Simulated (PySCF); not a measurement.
# C2H5FO2Si (SMILES C=C[Si](O)(O)F): levels of theory compared

We compute a comparison of 5 runs (HF/def2-SVP, B3LYP/6-31G*, CAM-B3LYP/cc-pVDZ, MP2/6-31G, CCSD(T)/6-31G) of C2H5FO2Si. The job is set up through a Python script.

Program for the calculation: PySCF 2.14.0.

## 1. The molecule

C2H5FO2Si: 11 atoms, total charge 0, spin state singlet. As SMILES, `C=C[Si](O)(O)F`. The coordinates come from a PBE0-D4/def2-TZVP relaxation. This is one conformer, not always the lowest.

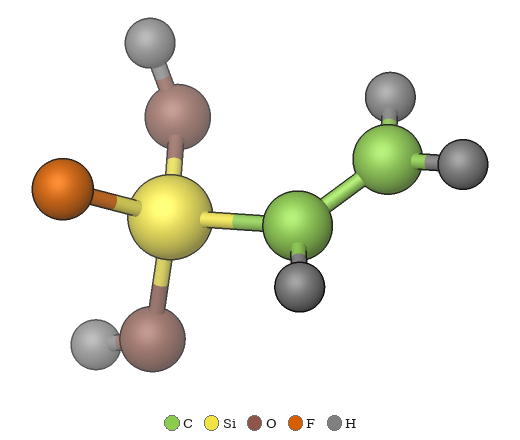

The structure, seen from a chosen angle (carbon green, silicon yellow, oxygen brown, fluorine orange, hydrogen grey).

## 2. Energy and gradient at HF/def2-SVP (run 1)

job.py reads:

```python
from pyscf import gto

system = gto.M(
    atom='''
C        0.388700      -0.501600       1.809600
C       -0.460300       0.162100       1.029900
Si      -0.203400       0.330700      -0.781100
O        1.189400      -0.346300      -1.300800
O       -1.456400      -0.361400      -1.546500
F       -0.133100       1.885900      -1.148900
H        1.273300      -0.983900       1.404000
H        0.235800      -0.598200       2.880600
H       -1.335600       0.620800       1.485900
H        1.972100       0.205900      -1.314800
H       -1.405200      -0.471000      -2.497200
''',
    verbose=4,
    basis='def2-svp',
    max_memory=1860,
)

mf = system.RHF()
mf.conv_tol = 1e-10
mf.kernel()
if not mf.converged:
    mf = mf.newton().run(mf.mo_coeff, mf.mo_occ)

energy = mf.e_tot
print('E(%s) = %.9f' % ('HF', energy))
grad = mf.nuc_grad_method().kernel()
mf.analyze()
```

The run is started by

```sh
$ OMP_NUM_THREADS=1 python job.py
```

Standard output:

```text
PySCF version 2.14.0

[... 91 lines left out ...]
MO #1   energy= -68.8341808982426  occ= 2
[... 13 lines left out ...]
MO #15  energy= -0.812499210366621 occ= 2
[... 13 lines left out ...]
MO #29  energy= 0.133298896402836  occ= 0
[... 13 lines left out ...]
MO #43  energy= 0.616966826284115  occ= 0
[... 13 lines left out ...]
MO #57  energy= 1.06662122930912   occ= 0
[... 13 lines left out ...]
MO #71  energy= 1.58036852295034   occ= 0
[... 13 lines left out ...]
MO #85  energy= 2.13374186752146   occ= 0
[... 13 lines left out ...]
MO #99  energy= 3.19560340552761   occ= 0
[... 13 lines left out ...]
MO #113 energy= 4.1116154601253    occ= 0
[... 127 lines left out ...]
Dipole moment(X, Y, Z, Debye):  1.46182, -0.20986,  0.03095
```

Run time: 29 s. Hardware: 1 thread of Intel Xeon at 2.50GHz (Skylake/Cascade Lake), shared host; peak memory 0.28 GiB.

## 3. Energy and gradient at B3LYP/6-31G(d) (spherical functions) (run 2)

calc.py reads:

```python
# C=C[Si](O)(O)F
from pyscf import gto, dft

system = gto.Mole()
system.atom = [
    ('C', (0.388700, -0.501600, 1.809600)),
    ('C', (-0.460300, 0.162100, 1.029900)),
    ('Si', (-0.203400, 0.330700, -0.781100)),
    ('O', (1.189400, -0.346300, -1.300800)),
    ('O', (-1.456400, -0.361400, -1.546500)),
    ('F', (-0.133100, 1.885900, -1.148900)),
    ('H', (1.273300, -0.983900, 1.404000)),
    ('H', (0.235800, -0.598200, 2.880600)),
    ('H', (-1.335600, 0.620800, 1.485900)),
    ('H', (1.972100, 0.205900, -1.314800)),
    ('H', (-1.405200, -0.471000, -2.497200)),
]
system.basis = '6-31g*'
system.spin = 0
system.max_memory = 1860
system.verbose = 4
system.build()

calc0 = dft.RKS(system)
calc0.xc = 'b3lyp'
calc0.conv_tol = 1e-10
calc0.grids.level = 5
calc0.kernel()
if not calc0.converged:
    calc0 = calc0.newton().run(calc0.mo_coeff, calc0.mo_occ)

energy = calc0.e_tot
print('E(%s) = %.9f' % ('B3LYP', energy))
grad = calc0.nuc_grad_method().kernel()
calc0.analyze()
```

The run is started by

```sh
$ OMP_NUM_THREADS=1 python calc.py
```

Standard output:

```text
PySCF version 2.14.0

[... 81 lines left out ...]
converged SCF energy = -619.129002687338
[... 28 lines left out ...]
MO #7   energy= -5.33100971280034  occ= 2
[... 12 lines left out ...]
MO #20  energy= -0.435331181114946 occ= 2
[... 12 lines left out ...]
MO #33  energy= 0.126601240452941  occ= 0
[... 12 lines left out ...]
MO #46  energy= 0.551185992937647  occ= 0
[... 12 lines left out ...]
MO #59  energy= 0.968922724253212  occ= 0
[... 12 lines left out ...]
MO #72  energy= 1.50000602092156   occ= 0
[... 12 lines left out ...]
MO #85  energy= 1.98568403900765   occ= 0
[... 12 lines left out ...]
MO #98  energy= 2.955350993203     occ= 0
[... 112 lines left out ...]
Dipole moment(X, Y, Z, Debye):  1.34021, -0.05834, -0.08738
```

Run time: 66 s. Hardware: 1 thread of Intel Xeon at 2.50GHz (Skylake/Cascade Lake), shared host; peak memory 0.97 GiB.

## 4. Energy and forces at CAM-B3LYP/cc-pVDZ (run 3)

calc.py reads:

```python
import pyscf.grad
from pyscf import gto, dft

mol = gto.M(
    atom='''
C        0.388700      -0.501600       1.809600
C       -0.460300       0.162100       1.029900
Si      -0.203400       0.330700      -0.781100
O        1.189400      -0.346300      -1.300800
O       -1.456400      -0.361400      -1.546500
F       -0.133100       1.885900      -1.148900
H        1.273300      -0.983900       1.404000
H        0.235800      -0.598200       2.880600
H       -1.335600       0.620800       1.485900
H        1.972100       0.205900      -1.314800
H       -1.405200      -0.471000      -2.497200
''',
    spin=0,
    max_memory=1860,
    basis='cc-pvdz',
    verbose=4,
)

ks = dft.RKS(mol)
ks.xc = 'cam-b3lyp'
ks.conv_tol = 1e-10
ks.grids.level = 5
ks.kernel()
if not ks.converged:
    ks = ks.newton().run(ks.mo_coeff, ks.mo_occ)

e_tot = ks.e_tot
print(f'total energy: {e_tot:.8f} hartree')
grad = ks.Gradients().kernel()
ks.analyze()
```

The run is started by

```sh
$ OMP_NUM_THREADS=1 python calc.py
```

Standard output:

```text
PySCF version 2.14.0

[... 81 lines left out ...]
converged SCF energy = -619.031844913082
[... 29 lines left out ...]
MO #8   energy= -3.7843174579832   occ= 2
[... 14 lines left out ...]
MO #23  energy= -0.439011299188379 occ= 2
[... 14 lines left out ...]
MO #38  energy= 0.262869719970889  occ= 0
[... 14 lines left out ...]
MO #53  energy= 0.727973832188099  occ= 0
[... 14 lines left out ...]
MO #68  energy= 1.23783249471676   occ= 0
[... 14 lines left out ...]
MO #83  energy= 1.7752978913403    occ= 0
[... 14 lines left out ...]
MO #98  energy= 2.7421066128821    occ= 0
[... 14 lines left out ...]
MO #113 energy= 3.9544223167295    occ= 0
[... 127 lines left out ...]
Dipole moment(X, Y, Z, Debye):  1.24245, -0.22691, -0.08724
```

Wall time 3.1 min (1 thread of Intel Xeon at 2.50GHz (Skylake/Cascade Lake), shared host); peak memory 1.2 GiB.

Run 4 isn't shown in full; the table further down has it.

## 5. A single-point energy at CCSD(T)/6-31G (run 5)

calc.py reads:

```python
from pyscf import gto, cc

molecule = gto.Mole()
molecule.atom = '''
C        0.388700      -0.501600       1.809600
C       -0.460300       0.162100       1.029900
Si      -0.203400       0.330700      -0.781100
O        1.189400      -0.346300      -1.300800
O       -1.456400      -0.361400      -1.546500
F       -0.133100       1.885900      -1.148900
H        1.273300      -0.983900       1.404000
H        0.235800      -0.598200       2.880600
H       -1.335600       0.620800       1.485900
H        1.972100       0.205900      -1.314800
H       -1.405200      -0.471000      -2.497200
'''
molecule.basis = '6-31g'
molecule.verbose = 3
molecule.charge = 0
molecule.max_memory = 1860
molecule.build()

mf = molecule.RHF()
mf.conv_tol = 1e-10
mf.kernel()
if not mf.converged:
    mf = mf.newton().run(mf.mo_coeff, mf.mo_occ)

mycc = cc.CCSD(mf, frozen=10)
mycc.kernel()
e_t = mycc.ccsd_t()
e_tot = mycc.e_tot + e_t
print(f'total energy: {e_tot:.8f} hartree')
mf.analyze()
```

The run is started by

```sh
$ OMP_NUM_THREADS=1 python calc.py
```

Standard output:

```text
converged SCF energy = -616.689922378577
[... 7 lines left out ...]
MO #4   energy= -20.5765700736679  occ= 2
[... 7 lines left out ...]
MO #12  energy= -1.39109168487503  occ= 2
[... 7 lines left out ...]
MO #20  energy= -0.662992822856118 occ= 2
[... 7 lines left out ...]
MO #28  energy= -0.400766218155216 occ= 2
[... 7 lines left out ...]
MO #36  energy= 0.314642811949884  occ= 0
[... 7 lines left out ...]
MO #44  energy= 0.736187565366715  occ= 0
[... 7 lines left out ...]
MO #52  energy= 1.17107892046653   occ= 0
[... 7 lines left out ...]
MO #60  energy= 1.43892475429809   occ= 0
[... 7 lines left out ...]
MO #68  energy= 2.28506032007619   occ= 0
[... 12 lines left out ...]
Dipole moment(X, Y, Z, Debye):  1.87465, -0.10127,  0.64761
```

It took 17 s on 1 thread of Intel Xeon at 2.50GHz (Skylake/Cascade Lake), shared host; peak memory 0.26 GiB.

## 6. All runs side by side

| run | level | integration grid | frozen core orbitals | energy (Eh) | dipole moment (D) of the reference | HOMO energy (eV) | LUMO energy (eV) | wall time |
| --- | --- | --- | --- | --- | --- | --- | --- | --- |
| 1 | HF/def2-SVP | – | – | -616.551117 | 1.48 | -10.69 | 3.63 | 29 s |
| 2 | B3LYP/6-31G* (spherical functions) | 5 | – | -619.129003 | 1.34 | -7.67 | -0.28 | 66 s |
| 3 | CAM-B3LYP/cc-pVDZ | 5 | – | -619.031845 | 1.27 | -9.43 | 0.97 | 3.1 min |
| 4 | MP2/6-31G | – | 10 | -617.279079 | 1.99 | -10.91 | 3.48 | 29 s |
| 5 | CCSD(T)/6-31G | – | 10 | -617.319075 | 1.99 | -10.91 | 3.48 | 17 s |

## 7. Outcome

| quantity | value |
| --- | --- |
| run 5: total energy | -617.31908 Eh |
| run 5: dipole moment (Hartree–Fock density) | 1.99 D |
| run 5: HOMO energy (Hartree–Fock orbitals) | -10.91 eV |
| run 5: LUMO energy (Hartree–Fock orbitals) | 3.48 eV |
| run 5: HOMO–LUMO gap (Hartree–Fock orbitals) | 14.39 eV |
| run 5: correlation energy (10 core orbitals frozen) | -629.2 mEh |
| run 5: (T) correction | -12.43 mEh |
| run 5: T1 diagnostic | 0.012 |

What this shows: Over runs 1, 2, 3 the dipole moment (its size) runs from 1.27 D (CAM-B3LYP/cc-pVDZ) to 1.48 D (HF/def2-SVP). The two ends differ in method and basis. Over runs 1, 2, 3 the HOMO–LUMO gap runs from 7.39 eV (B3LYP/6-31G*) to 14.31 eV (HF/def2-SVP). Totals of different functionals can't be ranked against each other. All runs together took 5.4 min, the longest 3.1 min.
